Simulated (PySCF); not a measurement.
```json
{"atom": "C", "x (Å)": "2.5711", "y (Å)": "-0.2735", "z (Å)": "-0.9816"}
{"atom": "C", "x (Å)": "1.7365", "y (Å)": "-0.1374", "z (Å)": "-0.1339"}
{"atom": "C", "x (Å)": "0.6937", "y (Å)": "-0.0777", "z (Å)": "0.8776"}
{"atom": "N", "x (Å)": "0.0533", "y (Å)": "-1.3707", "z (Å)": "1.0640"}
{"atom": "Si", "x (Å)": "-1.2413", "y (Å)": "-1.6675", "z (Å)": "-0.0266"}
{"atom": "C", "x (Å)": "-1.2718", "y (Å)": "0.1431", "z (Å)": "-0.6043"}
{"atom": "C", "x (Å)": "-0.4424", "y (Å)": "0.8906", "z (Å)": "0.4756"}
{"atom": "C", "x (Å)": "0.0170", "y (Å)": "2.1921", "z (Å)": "-0.0110"}
{"atom": "H", "x (Å)": "3.3112", "y (Å)": "-0.3600", "z (Å)": "-1.7208"}
{"atom": "H", "x (Å)": "1.1422", "y (Å)": "0.2528", "z (Å)": "1.8253"}
{"atom": "H", "x (Å)": "0.6611", "y (Å)": "-2.0793", "z (Å)": "1.4405"}
{"atom": "H", "x (Å)": "-0.9734", "y (Å)": "-2.5847", "z (Å)": "-1.1398"}
{"atom": "H", "x (Å)": "-2.4112", "y (Å)": "-2.0877", "z (Å)": "0.7470"}
{"atom": "H", "x (Å)": "-0.7784", "y (Å)": "0.2493", "z (Å)": "-1.5708"}
{"atom": "H", "x (Å)": "-2.2594", "y (Å)": "0.5891", "z (Å)": "-0.6925"}
{"atom": "H", "x (Å)": "-1.0881", "y (Å)": "1.0114", "z (Å)": "1.3518"}
{"atom": "H", "x (Å)": "0.8564", "y (Å)": "2.2471", "z (Å)": "-0.6777"}
{"atom": "H", "x (Å)": "-0.5851", "y (Å)": "3.0693", "z (Å)": "0.1256"}
```

Geometry: GFN2-xTB.

Computed with UKS B3LYP, pcH-1 on C H N Si, non-relativistic, mean-field spin-orbit, GIAO (PySCF).

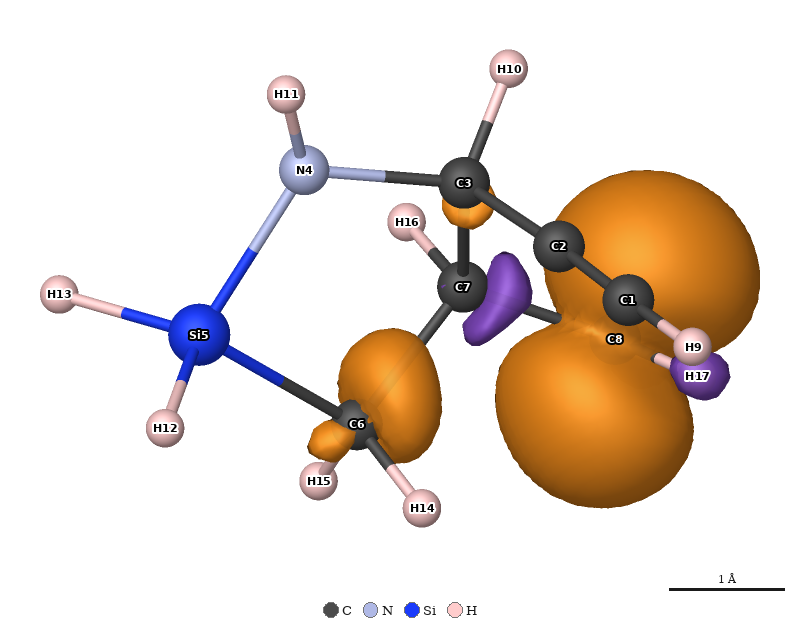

C₆H₁₀NSi (doublet). Isosurfaces of the spin density at +0.03 (orange) and −0.03 e/Å³ (purple), seen from one side.

Q: Where is the unpaired spin?

A: The unpaired spin (1 electron) lies mostly on C8 (about 0.7), in electrons by Hirshfeld's partition.
